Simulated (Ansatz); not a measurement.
# GeH₃F: basis-set convergence

Aim: see how fast density functionals converge with the basis set for GeH₃F.

Computed with Ansatz 0.2.0, Gaussian basis. Level: one geometry, several basis sets.

Plan: PBE0-D4/def2-SVP; ωB97M-V/def2-SVP; PBE0-D4/def2-QZVPP; ωB97M-V/def2-QZVPP; the functionals' def2-TZVPP values are taken from earlier runs.

### Step 1. The relaxed structure

All runs share one geometry, relaxed beforehand with PBE0-D4 in a triple-zeta def2 set.

5 atoms, charge 0, spin multiplicity 1.

Atoms are counted from 1 here; the program's logs count them from 0.

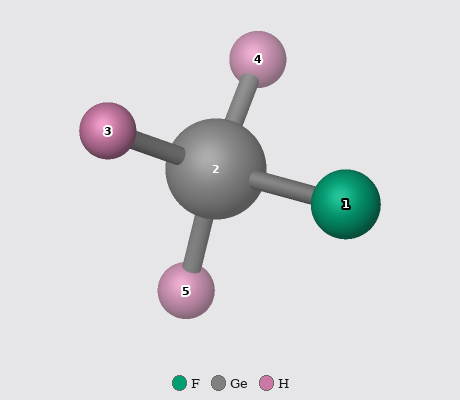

The structure; fluorine teal, germanium grey, hydrogen pink; atoms are numbered from 1 in the order of the file.

As a file:

```xyz
5

F    -1.0465    0.4743    1.1622
Ge    0.0682   -0.0416   -0.0728
H     1.3310   -0.5120    0.6586
H    -0.6278   -1.1780   -0.8312
H     0.3251    1.1836   -0.9581
```

### Step 2. PBE0-D4 in def2-SVP

File in.yaml:

```yaml
crystal:
  periodic: [false, false, false]
  atoms:
    - {symbol: F, position_ang: [-1.046516, 0.474322, 1.162189]}
    - {symbol: Ge, position_ang: [0.068240, -0.041635, -0.072839]}
    - {symbol: H, position_ang: [1.330973, -0.512009, 0.658635]}
    - {symbol: H, position_ang: [-0.627756, -1.177989, -0.831192]}
    - {symbol: H, position_ang: [0.325060, 1.183610, -0.958095]}
basis:
  gaussian: {orbitals: def2-SVP}
hamiltonian: {xc: pbe0, dispersion: d4}
output: {orbitals: {seedname: orbitals}}
```

Further steps of the session: ωB97M-V in def2-SVP; PBE0-D4 in def2-QZVPP; ωB97M-V in def2-QZVPP.

Before running them: what should the planned runs give, taken together? Wanted: PBE0-D4: double and triple zeta above quadruple; ωB97M-V: double and triple zeta above quadruple.

As calculated:

| quantity | value |
| --- | --- |
| PBE0-D4: double and triple zeta above quadruple | 12.07, 1.40 eV |
| ωB97M-V: double and triple zeta above quadruple | 12.11, 1.37 eV |

**Reading.** For PBE0-D4 the step from double to triple zeta gains 10.67 eV and the next only 1.40 eV. These are total energies; as a rule much of such shifts cancels in differences, which this series doesn't test. The LUMO of ωB97M-V is positive and keeps falling with the basis (2.05 to 1.22 eV): an unbound level that the basis holds in place.
